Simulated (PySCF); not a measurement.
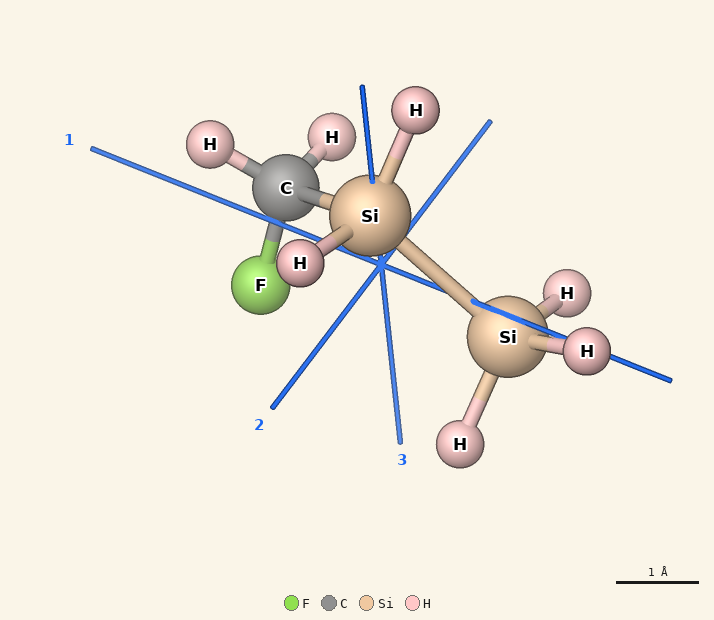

The three principal axes of inertia are drawn and numbered. Atoms fade into the background with distance from the viewer. The computed structure is the end point of a PBE0-D3(BJ)/def2-SVP optimisation. No frequency run is at hand to confirm it as a minimum. Masses are those of the most abundant isotopes; constants are for the rigid equilibrium geometry.

**Which line is the a axis (least moment of inertia), which b and which c?**

a is line 1, b is line 3, c is line 2; the moments are 83.0, 206, 265 u Å².

**What kind of rotor is it, and what are its rotational constants in cm⁻¹?**

An asymmetric top (C1): A = 0.203, B = 0.0818, C = 0.0635 cm⁻¹. Ray's parameter κ is −0.74, nearer the prolate limit.
